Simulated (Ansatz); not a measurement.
GeH$_{4}$: frequency calculation

The run: frequency calculation of GeH$_{4}$, SMILES [GeH4]. Method and program: r2SCAN/def2-TZVP, RKS (Ansatz 0.2.0).

The geometry was optimised with r2SCAN/def2-TZVP. Figures and captions count atoms from 1; the log counts them from 0 in places.

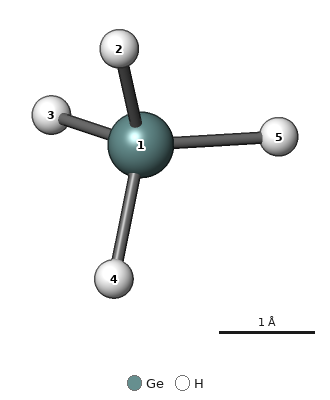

Fig. 1: The structure as given in the input (ball-and-stick view, seen at a tilt; atoms are numbered from 1 in the order of the input). Sticks mark near contacts. Bond lengths as drawn: Ge–H 1.53 Å.

### Input file
```yaml
basis:
  gaussian:
    orbitals: def2-TZVP
crystal:
  periodic: [false, false, false]
  atoms:
    - {symbol: Ge, position_ang: [0.000016, 0.000038, 0.000013]}
    - {symbol: H, position_ang: [1.145239, -0.754256, 0.678837]}
    - {symbol: H, position_ang: [-1.235683, -0.029869, 0.901921]}
    - {symbol: H, position_ang: [-0.328320, -0.667301, -1.337204]}
    - {symbol: H, position_ang: [0.418748, 1.451488, -0.243466]}
hamiltonian:
  xc: r2scan
phonons:
  temperatures:
    t_min: 298.15
    t_max: 298.15
    t_step: 1
```

Run on 1 thread of Arm Neoverse V2, 24 GiB of memory available, shared host.

Launched with:
```bash
ansatz run job.yaml --threads 1 --pin off --max-ram 3480MiB --events-out events.jsonl --progress --plain --runs-dir runs
```

### The program's output
```
Functional definition: r2SCAN
  name "r2SCAN"
  parameter k0 = 0.174
  parameter k1 = 0.065
  parameter a1 = 4.9479
  exchange = r2scan_x(k0 = k0, k1 = k1, a1 = a1)
  correlation = r2scan_c
534 factors; their error is unknown
mean field evaluation 1: about -56582.1876 eV, gradient 1.8e1 eV
mean field evaluation 2: about -56582.4541 eV, gradient 1.8e1 eV
mean field evaluation 4: about -56582.6397 eV, gradient 5.3e-1 eV
mean field evaluation 8: about -56582.6319 eV, gradient 6.2e-4 eV
mean field -56582.63185017 eV, -2079.3733674085 hartree, gradient 2.3e-5 eV, S^2 0.000000; 0 other end points of the search recorded, 0 dependent functions left out
the calculation of the forces begins
reference -56582.63185909 eV, -2079.3733677360 hartree; 18, 18 occupied and 54, 54 virtual orbitals, 534 factors
these checks for a lower state are left out or cut short: stability, starts, cluster_reference, orbital_swaps, neighbouring_geometries, increment
534 factors; their error is unknown
mean field evaluation 16: about -56582.6318 eV, gradient 1.9e-6 eV
mean field -56582.63176653 eV, -2079.3733643347 hartree, gradient 2.0e-6 eV, S^2 0.000000; 0 other end points of the search recorded, 0 dependent functions left out
[... from here on the field's lines of each further geometry are left out, up to the last ...]
the calculation of the forces begins
reference -56582.63185254 eV, -2079.3733674953 hartree; 18, 18 occupied and 54, 54 virtual orbitals, 534 factors
these checks for a lower state are left out or cut short: stability, starts, cluster_reference, orbital_swaps, neighbouring_geometries, increment
534 factors; their error is unknown
mean field -56582.63184356 eV, -2079.3733671655 hartree, gradient 9.8e-7 eV, S^2 0.000000; 0 other end points of the search recorded, 0 dependent functions left out
the calculation of the forces begins
reference -56582.63185247 eV, -2079.3733674931 hartree; 18, 18 occupied and 54, 54 virtual orbitals, 534 factors
Total energy: -56582.63185909 eV, -2079.3733677360 hartree
Atom 0 at     0.000016     0.000038     0.000013 Å, force    -0.000067    -0.000041     0.000021 eV/Å
Atom 1 at     1.145239    -0.754256     0.678837 Å, force     0.000124     0.000102    -0.000004 eV/Å
Atom 2 at    -1.235683    -0.029869     0.901921 Å, force    -0.000122     0.000060     0.000087 eV/Å
Atom 3 at    -0.328320    -0.667301    -1.337204 Å, force     0.000029     0.000065    -0.000110 eV/Å
Atom 4 at     0.418748     1.451488    -0.243466 Å, force     0.000036    -0.000186     0.000006 eV/Å
Dipole moment:     0.000014     0.000015    -0.000006 e Å
Vibrations: 818.89 818.89 818.90 930.60 930.61 2164.67 2176.66 2176.68 2176.69 cm⁻¹, zero-point energy 0.806679 eV
```

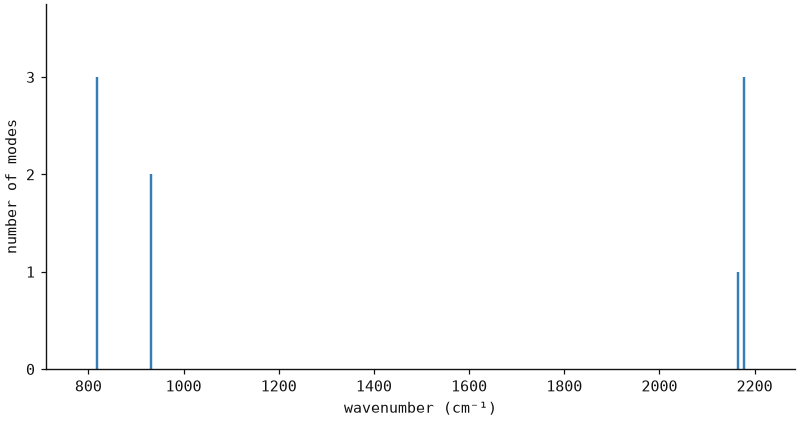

Fig. 2: Harmonic vibrational wavenumbers from the force constants; neighbouring modes closer than 6 cm⁻¹ are counted in one stick. 9 modes from 819 to 2177 cm⁻¹, none imaginary.

### Results in brief

- outcome: converged
- total energy: −2079.373368 hartree
- basis functions: 72
- largest force: 0.000 eV/Å
- zero-point energy: 0.029645 hartree
- dipole moment: 0.00 D
- wavenumbers, lowest and highest: 819 and 2177 cm⁻¹
- wall time: 29 s
- peak memory: 0.11 GiB
